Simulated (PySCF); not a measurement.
System: C6H16BOP.

The calculation's input:

```
{"job": {"kind": "nmr", "xc": "PBE0", "basis": "pcSseg-1"}, "charge": 0, "multiplicity": 1}
C      2.540522     0.205934    -0.965906
C      1.166029    -0.128660    -1.529255
O      0.337523    -0.689010    -0.529928
B     -0.476937     0.000583     0.284645
C     -1.335856    -0.852596     1.317787
P      1.058020    -3.151300    -0.643032
C     -0.623458     1.569848     0.238301
C     -1.987016     2.206658     0.053276
C     -1.285416     2.341080     1.356936
H      2.456278     0.949168    -0.175989
H      2.987741    -0.694817    -0.551067
H      3.183053     0.591276    -1.752944
H      1.263790    -0.893653    -2.307414
H      0.691591     0.758118    -1.961080
H     -2.395236    -0.614002     1.251670
H     -1.033034    -0.642238     2.341989
H     -1.225250    -1.921138     1.159067
H     -0.313579    -3.302639    -0.749222
H      1.009924    -3.012510     0.733095
H      1.238928    -4.532278    -0.537151
H      0.171307     2.124225    -0.252575
H     -2.056599     3.070079    -0.591996
H     -2.846155     1.555607    -0.002125
H     -0.870717     3.302083     1.623334
H     -1.666389     1.784329     2.198721
```

Launched as:

```sh
OMP_NUM_THREADS=1 python probes_run.py task.json out
```

Geometry: GFN2-xTB; at this geometry the atoms fall into two loosely joined parts.

The calculation used PBE0/pcSseg-1, SCF density, gas phase, non-relativistic in PySCF 2.14.0.

Q: What will maps of the electron density and electron localisation function show?

A: B–O (1.34 Å): the density is about 2.2 e/Å³ at the midpoint; the ELF peaks at about 0.90 between the atoms: a polar covalent bond.
C–O (1.41 Å): ρ at the midpoint is about 2 e/Å³, with its minimum of 1.7 e/Å³ about 0.5 Å from C; the ELF peaks at about 0.90 between the atoms: a polar covalent bond.
C–C (1.51 Å): ρ is about 1.5 e/Å³ halfway; the ELF peaks at about 0.85 between the atoms, as expected for a shared electron pair.
C–B (1.58 Å): the density is about 1.4 e/Å³ at the midpoint; the ELF peaks at about 1 between the atoms, as expected for a shared electron pair.

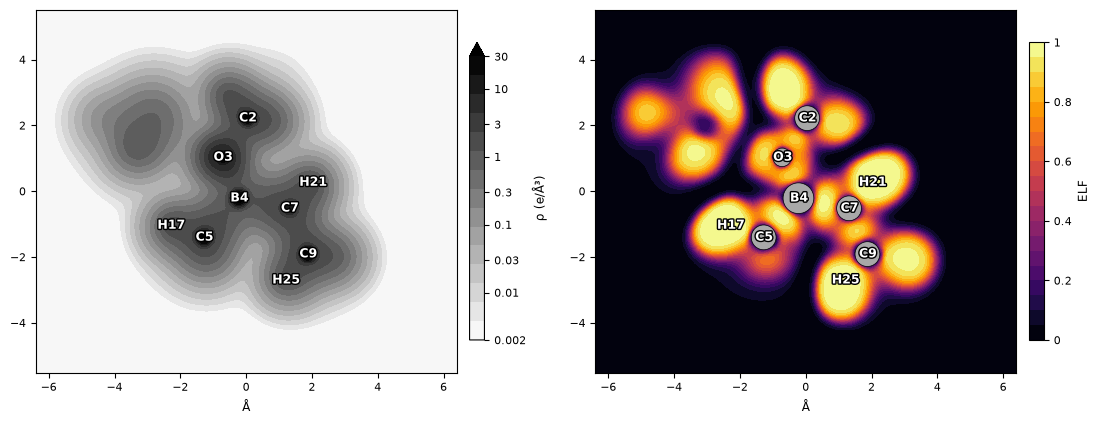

Computed electron density and electron localisation function on the plane of atoms B4, C5 and H17, in this order. Grey discs cover the atomic cores in the ELF map. 
